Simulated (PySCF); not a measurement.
# What a change does: NMR shielding calculation on CH10Si3

System: CH10Si3, SMILES [SiH3]C[SiH2][SiH3].
Method of the first run: GIAO PBE0/pcSseg-1 NMR shielding, non-relativistic, IEF-PCM cyclohexane (PySCF 2.14.0).

The geometry comes from this level: PBE0-D3(BJ)/def2-SVP. Text and figures count atoms from 1; the logs count them from 0 in places.

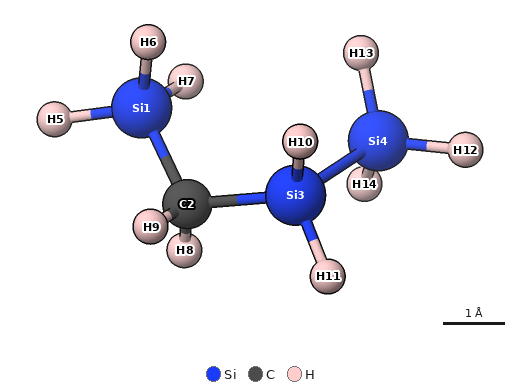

The structure as given in the input (ball-and-stick view, seen at a tilt; atoms are numbered from 1 in the order of the input). Bond lengths as drawn: C–H 1.10 Å, C–Si 1.88 to 1.89 Å, H–Si 1.50 Å and Si–Si 2.35 Å.

**Input file, the first run**
```
{"job": {"kind": "nmr", "xc": "PBE0", "basis": "pcSseg-1", "solvent": "cyclohexane", "pop": true}, "charge": 0, "multiplicity": 1}
Si    -1.863871     0.275891     0.677441
C     -1.181848    -0.121177    -1.030809
Si     0.524554    -0.930859    -1.038964
Si     2.086805     0.343264     0.168446
H     -3.250131     0.829527     0.589972
H     -1.892783    -0.953850     1.527809
H     -0.990274     1.288545     1.348031
H     -1.125365     0.815578    -1.611745
H     -1.887973    -0.784349    -1.559390
H      0.443136    -2.293329    -0.422419
H      1.014957    -1.093732    -2.445053
H      3.470905    -0.166789    -0.081213
H      1.812974     0.272975     1.637264
H      2.023916     1.777372    -0.256673
```

The first line tells a small driver script what to run in PySCF; the rest is the geometry in Å.

Launched with:
```bash
OMP_NUM_THREADS=1 python <driver script> task.json out
```

Hardware: 1 CPU thread, shared host.

**Output (the first run)**
```
coarse grid: 12160 points
cycle   1  E = -912.0834071438  dE = -2.636e-01  |g| = 3.124e-01  |ddm| = 3.160e+00
cycle   2  E = -912.0724059556  dE =  1.100e-02  |g| = 3.608e-01  |ddm| = 5.408e-01
cycle   3  E = -912.1069804988  dE = -3.457e-02  |g| = 3.581e-02  |ddm| = 3.417e-01
cycle   4  E = -912.1073397790  dE = -3.593e-04  |g| = 7.359e-03  |ddm| = 4.749e-02
cycle   5  E = -912.1073519719  dE = -1.219e-05  |g| = 1.705e-03  |ddm| = 1.147e-02
cycle   6  E = -912.1073529423  dE = -9.704e-07  |g| = 2.242e-04  |ddm| = 2.818e-03
final grid: 100712 points
cycle   7  E = -912.1291374848  dE = -1.006e-05  |g| = 4.189e-03  |ddm| = 1.353e-02
cycle   8  E = -912.1291341670  dE =  3.318e-06  |g| = 5.343e-03  |ddm| = 7.915e-03
cycle   9  E = -912.1291417410  dE = -7.574e-06  |g| = 2.840e-04  |ddm| = 4.708e-03
cycle  10  E = -912.1291417551  dE = -1.402e-08  |g| = 3.625e-05  |ddm| = 2.804e-04
cycle  11  E = -912.1291417553  dE = -2.804e-10  |g| = 1.151e-05  |ddm| = 6.263e-05
converged SCF energy = -912.1291417553

GIAO shielding tensors (ppm)
atom      isotropic    diamagn.    paramagn.     s11        s22        s33       span
  0 Si     418.987     879.831    -460.844    391.588    399.709    465.665     74.077
  1 C      200.627     257.912     -57.285    189.273    201.684    210.923     21.650
  2 Si     419.691     880.593    -460.902    392.532    396.953    469.588     77.056
  3 Si     459.638     880.364    -420.726    451.447    463.013    464.454     13.006
  4 H       27.180      28.395      -1.214     23.621     24.796     33.124      9.503
  5 H       27.423      29.271      -1.848     24.218     25.786     32.264      8.047
  6 H       27.383      29.870      -2.487     23.480     27.258     31.410      7.930
  7 H       31.412      31.627      -0.215     26.463     28.526     39.247     12.783
  8 H       31.048      29.730       1.318     25.220     28.173     39.751     14.531
  9 H       27.254      29.589      -2.334     24.041     25.487     32.236      8.195
 10 H       27.064      29.037      -1.973     23.207     25.176     32.810      9.604
 11 H       27.823      28.577      -0.754     24.623     25.181     33.666      9.043
 12 H       27.611      29.461      -1.850     24.141     26.454     32.238      8.097
 13 H       27.810      29.384      -1.574     24.676     26.085     32.669      7.993
```

The input of the second run differs as follows (lines with − go, lines with + come):
```diff
-"solvent": "cyclohexane"
-"pop": true
+"solvent": "methanol"
+"pop": false
```

What does this change do to the results?

The total energy of the second run is 0.5 kcal/mol lower: the change of the electrostatic solvation energy at this fixed geometry, without cavity or dispersion terms. The HOMO goes from −8.10 to −8.03 eV. The LUMO goes from 0.06 to 0.15 eV. The dipole moment goes from 1.05 to 1.27 D. Of all shieldings, the largest change is that of Si3, by −0.8 ppm. The number of SCF iterations is the same.

**Output (the second run)**
```
coarse grid: 12160 points
cycle   1  E = -912.0842699193  dE = -2.642e-01  |g| = 3.114e-01  |ddm| = 3.159e+00
cycle   2  E = -912.0737406944  dE =  1.053e-02  |g| = 3.582e-01  |ddm| = 5.504e-01
cycle   3  E = -912.1078878947  dE = -3.415e-02  |g| = 3.337e-02  |ddm| = 3.331e-01
cycle   4  E = -912.1081865632  dE = -2.987e-04  |g| = 6.887e-03  |ddm| = 4.087e-02
cycle   5  E = -912.1081963707  dE = -9.807e-06  |g| = 1.436e-03  |ddm| = 1.069e-02
final grid: 100712 points
cycle   6  E = -912.1299758994  dE = -1.068e-05  |g| = 4.483e-03  |ddm| = 1.408e-02
cycle   7  E = -912.1299730200  dE =  2.879e-06  |g| = 5.396e-03  |ddm| = 8.966e-03
cycle   8  E = -912.1299807758  dE = -7.756e-06  |g| = 4.555e-04  |ddm| = 4.979e-03
cycle   9  E = -912.1299808191  dE = -4.326e-08  |g| = 6.331e-05  |ddm| = 4.639e-04
cycle  10  E = -912.1299808203  dE = -1.207e-09  |g| = 1.218e-05  |ddm| = 1.061e-04
cycle  11  E = -912.1299808203  dE = -4.593e-11  |g| = 2.295e-06  |ddm| = 2.235e-05
converged SCF energy = -912.1299808203

GIAO shielding tensors (ppm)
atom      isotropic    diamagn.    paramagn.     s11        s22        s33       span
  0 Si     418.428     879.801    -461.373    390.813    398.723    465.748     74.934
  1 C      200.947     257.978     -57.031    189.782    202.164    210.896     21.114
  2 Si     418.875     880.521    -461.646    391.791    395.712    469.120     77.329
  3 Si     459.268     880.384    -421.116    450.578    462.735    464.490     13.912
  4 H       27.209      28.435      -1.226     23.668     24.818     33.143      9.474
  5 H       27.471      29.350      -1.879     24.287     25.837     32.290      8.003
  6 H       27.423      29.958      -2.535     23.535     27.302     31.432      7.897
  7 H       31.231      31.411      -0.180     26.217     28.301     39.175     12.958
  8 H       30.899      29.509       1.390     25.013     27.986     39.700     14.687
  9 H       27.300      29.640      -2.340     24.109     25.537     32.254      8.144
 10 H       27.089      29.052      -1.963     23.251     25.191     32.824      9.572
 11 H       27.852      28.633      -0.782     24.671     25.217     33.667      8.996
 12 H       27.660      29.557      -1.896     24.215     26.518     32.248      8.032
 13 H       27.816      29.431      -1.615     24.695     26.094     32.658      7.963
```

**The two runs side by side**

| quantity | the first run | the second run |
| --- | --- | --- |
| outcome | converged | converged |
| total energy (hartree) | −912.129142 | −912.129981 |
| HOMO (eV) | −8.10 | −8.03 |
| LUMO (eV) | 0.06 | 0.15 |
| dipole moment (D) | 1.05 | 1.27 |
| shielding of Si1 (ppm) | 419.0 | 418.4 |
| shielding of C2 (ppm) | 200.6 | 200.9 |
| shielding of Si3 (ppm) | 419.7 | 418.9 |
| shielding of Si4 (ppm) | 459.6 | 459.3 |
| shielding of H8 (ppm) | 31.4 | 31.2 |
| shielding of H9 (ppm) | 31.0 | 30.9 |
| shielding of H13 (ppm) | 27.6 | 27.7 |
| SCF iterations | 11 | 11 |
| basis functions | 139 | 139 |
| wall time (shared host) | 15 s | 12 s |
